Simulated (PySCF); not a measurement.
## Electronic structure of C₅H₇NO₂Si (SMILES [H]/N=C(/CC#C[SiH3])C(=O)O) in real space

Input file:

```
{"job": {"kind": "nmr", "xc": "PBE0", "basis": "pcSseg-1"}, "charge": 0, "multiplicity": 1}
N     -1.886036    -1.485669    -1.129370
C     -1.373740    -1.056471    -0.065727
C     -0.078906    -1.613781     0.445771
C      0.943299    -0.588735     0.314612
C      1.765285     0.282500     0.187963
Si     3.048214     1.599602     0.022494
C     -1.967790     0.035854     0.797927
O     -1.701584     0.216528     1.956616
O     -2.865228     0.769847     0.129798
H     -2.750999    -1.029059    -1.411801
H      0.193317    -2.496027    -0.135634
H     -0.187416    -1.870411     1.503486
H      4.067289     1.136097    -0.922019
H      3.635446     1.842620     1.341767
H      2.389196     2.807289    -0.482072
H     -3.237945     1.458762     0.702264
```

Command:

```sh
OMP_NUM_THREADS=1 python probes_run.py task.json out
```

Geometry: GFN2-xTB.

These are results of PBE0/pcSseg-1, SCF density, gas phase, non-relativistic (PySCF 2.14.0), not measurements.

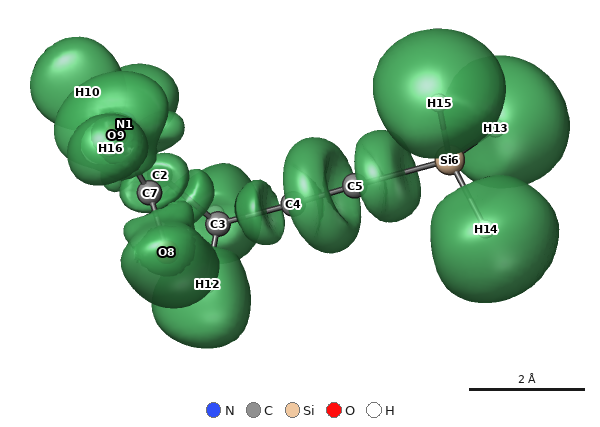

Figure 1. Isosurface of the electron localisation function at 0.75 (green), seen from one side. Only the valence region is drawn (cores and ρ < 0.01 e/Å³ removed).

### Describe the localisation domains.

At this value the surface marks out four regions between bonded C–C atoms (shared pairs), one region between bonded C–Si atoms (shared pairs), five regions around hydrogen nuclei, one region on O in which the atom's valence shell and bonds are merged, one joined region spread over several atoms (H, N), in which their bonds and any lone pairs are merged and one joined region spread over several atoms (H, O), in which their bonds and any lone pairs are merged.


C–O (1.20 Å): the ELF peaks at about 0.85 between the atoms (a multiple bond). C–C (1.20 Å): the ELF peaks at about 0.85 between the atoms (a multiple bond).

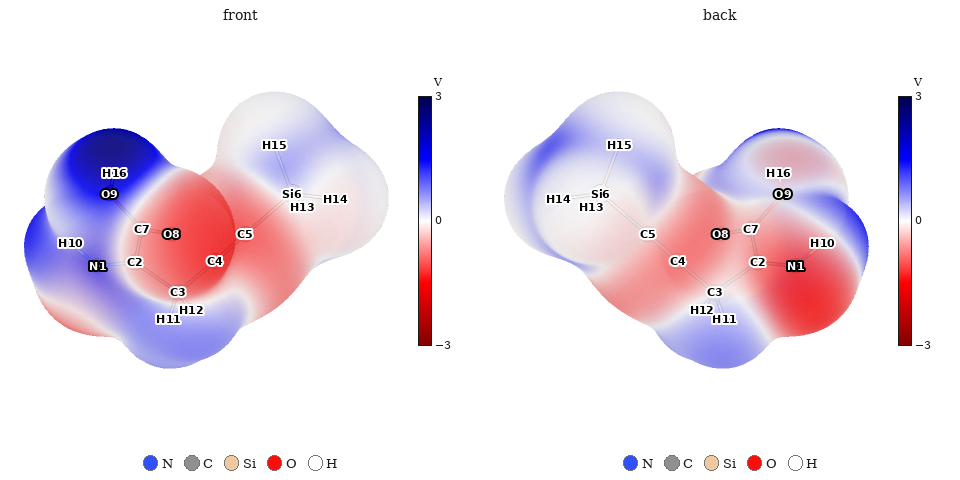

Figure 2. The molecular electrostatic potential painted on the density surface at 0.001 e/bohr³, seen from the front and from behind; the colour scale runs from red (negative) to blue (positive).

### Which sites attract a positive test charge, and which a negative one?

A positive charge is drawn to the negative regions and a negative charge to the positive ones. The most negative region (about −1.3 V) lies over N1, the most positive (about +2.4 V) over H16. N1 is the likeliest acceptor of a hydrogen bond.

### What dipole moment does the calculation give?

Its dipole moment is 1.88 D.
